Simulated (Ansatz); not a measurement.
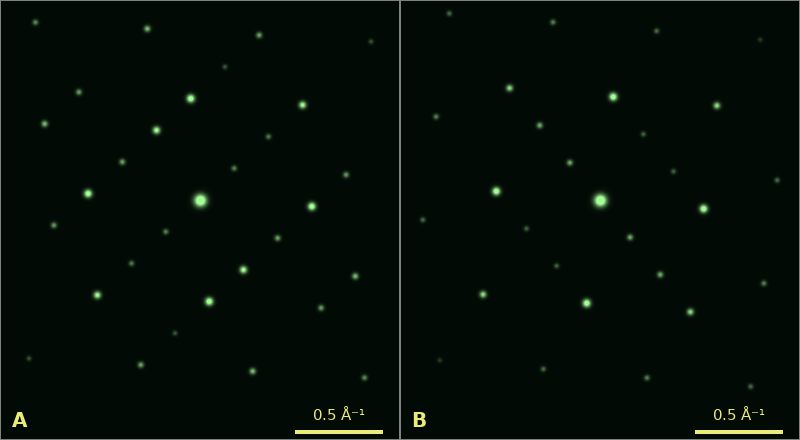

Kinematic electron diffraction patterns (200 kV, B = 0.5 Å², same scale, each along a low-index zone) of two structures of composition B2O, each relaxed at zero pressure with DFT PBE, scalar-relativistic, plane waves, PAW in Ansatz 0.2.0.

The structures (standard cells):
1. I4/mmm (No. 139), a = 2.315 Å, c = 7.253 Å, 6 atoms; generated start, possibly hypothetical
2. R-3m (No. 166), a = 2.488 Å, c = 11.189 Å (hexagonal axes), 9 atoms; generated start, possibly hypothetical

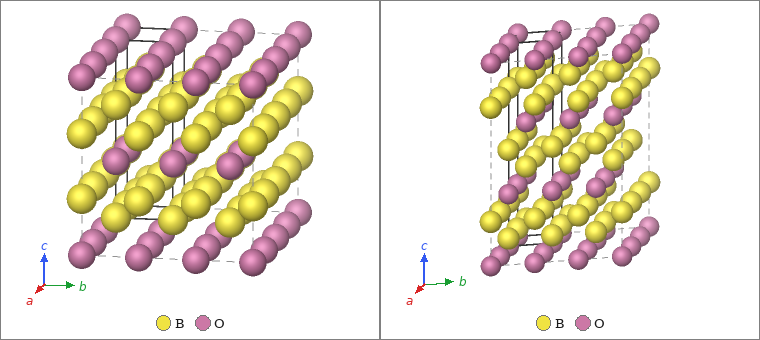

Drawings of the structures 1 to 2, from left to right (each may span several cells).

> Which pattern belongs to which structure, and along which zone?

A is structure 2 along [100] or an equivalent direction: oblique net of 0 0 3 at d = 3.73 Å and 0 -1 1 at d = 2.12 Å, 79.1° apart (some points of this net are extinct or too weak to see). B is structure 1 along [100] or an equivalent direction: centred rectangular net of 0 0 2 at d = 3.63 Å and 0 1 1 (weak) at d = 2.21 Å, 72.3° apart (some points of this net are extinct or too weak to see).

> Rank the structures by their computed energy.

Structure 2 (R-3m, 6.66 Å³ an atom) is the lowest of these; structure 1 (I4/mmm, 6.48 Å³ an atom) lies about 500 meV an atom higher. These are static energies at 0 K; other structures, not shown, may lie lower still.
